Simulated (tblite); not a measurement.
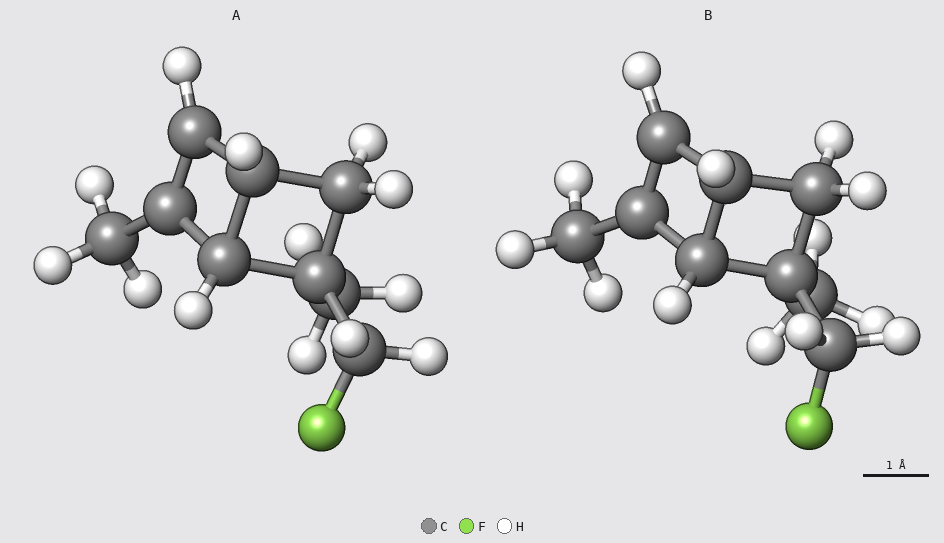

Two geometries of C$_{9}$H$_{13}$F, drawn at one scale. One is the start of a relaxation, the other its converged end. The picture is a ball-and-stick view, seen from a free direction.

Level of theory: tblite 0.8.0, GFN2-xTB geometry optimisation, gas phase. 

### Which geometry has the lower energy?

Structure A is the relaxed one. The atom that moves furthest after the best rigid fit is an H atom (0.58 Å). By element the largest moves are H 0.58 Å, F 0.27 Å, C 0.15 Å. Among the contacts that change: C–C 1.453 → 1.557 Å, C–C 1.437 → 1.508 Å, C–C 1.486 → 1.545 Å, C–H 1.137 → 1.088 Å. Bond angles that change, for instance: C–C–H 112.2° → 124.5°, C–C–C 122.7° → 115.3°, C–C–H 117.5° → 123.6°. Groups turn about C–C by about 25°. Over 80 geometry steps the energy falls by 26.5 kcal/mol.
